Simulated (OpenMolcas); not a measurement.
```
&GATEWAY
Basis set
Cr.ANO-RCC-VDZP.
Cr1 0.0 0.0 0.0 Angstrom
End of basis
Basis set
F.ANO-RCC-VDZP.
L1 2.038000 0.000000 0.000000 Angstrom
L2 0.000000 2.038000 0.000000 Angstrom
L3 0.000000 0.000000 2.038000 Angstrom
End of basis
Basis set
Na.EMB-AIMP.Seijo.6s3p.1s1p.ECP.NaF.
PseudoCharge
* 3 symmetry-unique lattice sites within 7.6 angstrom
End of basis
Basis set
Na.EMB-AIMP.Seijo.0s.0s.ECP.NaF.
PseudoCharge
* 36 symmetry-unique lattice sites within 7.6 angstrom
End of basis
Basis set
F.EMB-AIMP.Seijo.0s.0s.ECP.NaF.
PseudoCharge
* 31 symmetry-unique lattice sites within 7.6 angstrom
End of basis
Symmetry
XYZ
AngMom=0.0 0.0 0.0
AMFI
RICD
XField
1025 Angstrom 0
* Evjen-weighted lattice charges
&SEWARD
&RASSCF
FileOrb=start.orb
Symmetry=1
Spin=5
nActEl=4 0 0
Inactive=18 21
Ras2=5 0
CIRoot=5 5 1
SDav=5
CIMx=300
Iter=150 100
PrWF=0.3
OrbListing=Nothing
MaxOrb=0
LevShft=1.0
>>> COPY $Project.JobIph JOB001
&RASSCF
FileOrb=start.orb
Symmetry=1
Spin=3
nActEl=4 0 0
Inactive=18 21
Ras2=5 0
CIRoot=45 45 1
SDav=45
CIMx=300
Iter=150 100
PrWF=0.3
OrbListing=Nothing
MaxOrb=0
LevShft=1.0
>>> COPY $Project.JobIph JOB002
&RASSCF
FileOrb=start.orb
Symmetry=1
Spin=1
nActEl=4 0 0
Inactive=18 21
Ras2=5 0
CIRoot=50 50 1
SDav=50
CIMx=300
Iter=150 100
PrWF=0.3
OrbListing=Nothing
MaxOrb=0
LevShft=1.0
>>> COPY $Project.JobIph JOB003
&RASSI
NrOfJobIphs=3 5 45 50
1 2 3 4 5
1 2 3 4 5 6 7 8 9 10 11 12 13 14 15 16 17 18 19 20 21 22 23 24 25 26 27
28 29 30 31 32 33 34 35 36 37 38 39 40 41 42 43 44 45
1 2 3 4 5 6 7 8 9 10 11 12 13 14 15 16 17 18 19 20 21 22 23 24 25 26 27
28 29 30 31 32 33 34 35 36 37 38 39 40 41 42 43 44 45 46 47 48 49 50
IphNames
JOB001
JOB002
JOB003
EJob
SpinOrbit
DIPRint=1.0
SOCoupling=1000.0
Subsets=2
Property=9
'ANGMOM' 1 'ANGMOM' 2 'ANGMOM' 3 'MLTPL  1' 1 'MLTPL  1' 2 'MLTPL  1' 3
'AMFI' 1 'AMFI' 2 'AMFI' 3
SOProperty=3
'ANGMOM' 1 'ANGMOM' 2 'ANGMOM' 3
>>> COPY JOB001 $Project.JobIph
&CASPT2
Multistate=5 1 2 3 4 5
NoMult
Frozen=5 6
IPEA=0.25
Imaginary=0.1
MaxIter=60
WThr=0.0 0.3 0.05
PrWF=0.5
NoMix
>>> COPY JOB002 $Project.JobIph
&CASPT2
Multistate=45 1 2 3 4 5 6 7 8 9 10 11 12 13 14 15 16 17 18 19 20 21 22
23 24 25 26 27 28 29 30 31 32 33 34 35 36 37 38 39 40 41 42 43 44 45
NoMult
Frozen=5 6
IPEA=0.25
Imaginary=0.1
MaxIter=60
WThr=0.0 0.3 0.05
PrWF=0.5
NoMix
>>> COPY JOB003 $Project.JobIph
&CASPT2
Multistate=50 1 2 3 4 5 6 7 8 9 10 11 12 13 14 15 16 17 18 19 20 21 22
23 24 25 26 27 28 29 30 31 32 33 34 35 36 37 38 39 40 41 42 43 44 45 46
47 48 49 50
NoMult
Frozen=5 6
IPEA=0.25
Imaginary=0.1
MaxIter=60
WThr=0.0 0.3 0.05
PrWF=0.5
NoMix
```

Run as:
```bash
OMP_NUM_THREADS=1 MOLCAS_MEM=2457 MOLCAS_PROJECT=a pymolcas a.inp > a.log  # once for each step of the input, in one work folder
```

The CASPT2 energies were then put on the diagonal of the RASSI spin-orbit matrix.

Computed with OpenMolcas: state-averaged SS-CASPT2, IPEA shift 0.25, imaginary shift 0.1 hartree, closed shells 3s 3p correlated, active space 4 electrons in the shell 3d, basis ANO-RCC-VDZP on all atoms, DKH2 scalar Hamiltonian, spin-orbit coupling by RASSI with atomic mean-field integrals.

Cr²⁺ (3d⁴) as a dopant in NaF, a cluster with its 6 nearest F⁻ at 2.038 Å (octahedron) embedded in model potentials and point charges; the geometry was set, not optimised. The cluster and the levels that result:

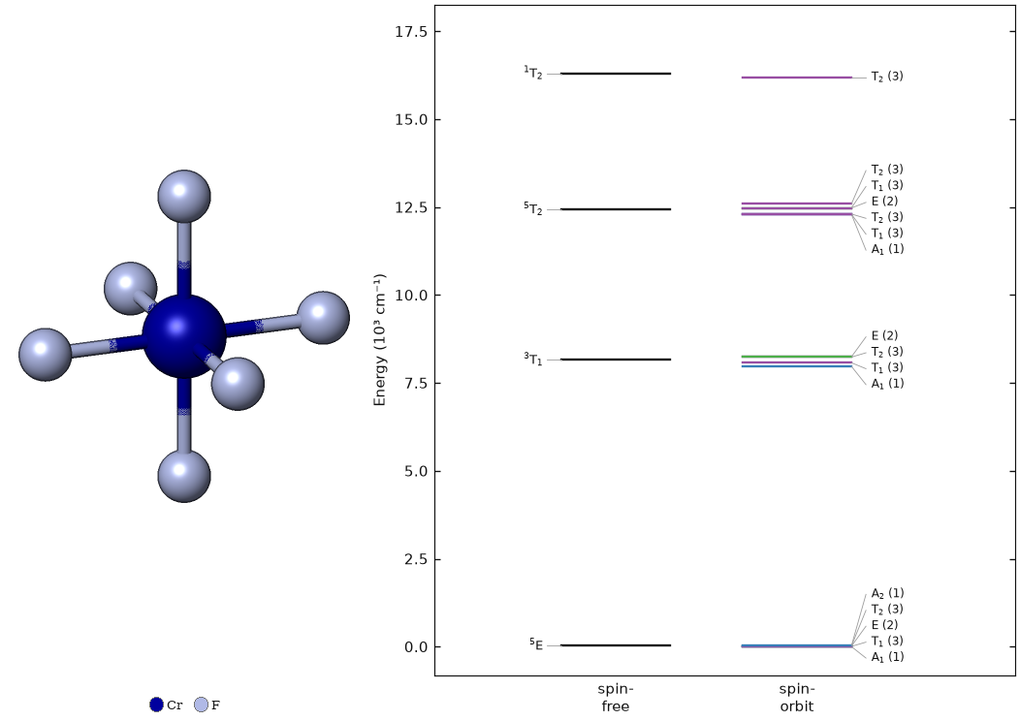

Labels give the representation in O, Td, D4 or D3 as the site allows (double group for half-integer spin) where it could be assigned and, in brackets, the degeneracy; spin-free states, where drawn, share the zero of the spin-orbit levels.

The ground level is A₁, non-degenerate, 100 % from states of spin multiplicity 5. The next level lies at 6.1 cm⁻¹ (T₁). The lowest spin-free state is ⁵E, from the free-ion D term; of the same spin there follows at 12,400 cm⁻¹ (⁵T₂) above it.

Note: orbital doublet at a regular site, Jahn-Teller distortion not allowed for; small active space favours high spin, ground spin may be wrong; the geometry is set by hand, with no relaxation and no charge compensation.
